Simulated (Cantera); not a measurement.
A closed system holds: 1 mol V2O3, 3.9 mol H2, held at 0.740 bar.

Cantera equilibrium calculation (NASA polynomials, part measured and part estimated; ideal gas, pure solids and liquids). Candidate condensed phases: H2O, V, VO, V2O3, V2O4, V2O5; 12 gas species. Mutual solubility and eutectic melting of coexisting phases are not modelled. VO: taken at fixed stoichiometry. Condensed phases not in the tables: the oxides between V2O3 and V2O5 other than VO2. Equilibrium is a limit: real reactors are often held back by kinetics, nucleation or transport.

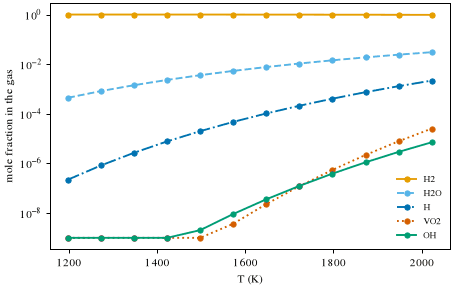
Fig. 1. Equilibrium gas composition (values under 1e-9 drawn at 1e-9)

From 1198 K to 2023 K the condensed part is VO(s) + V2O3(s).
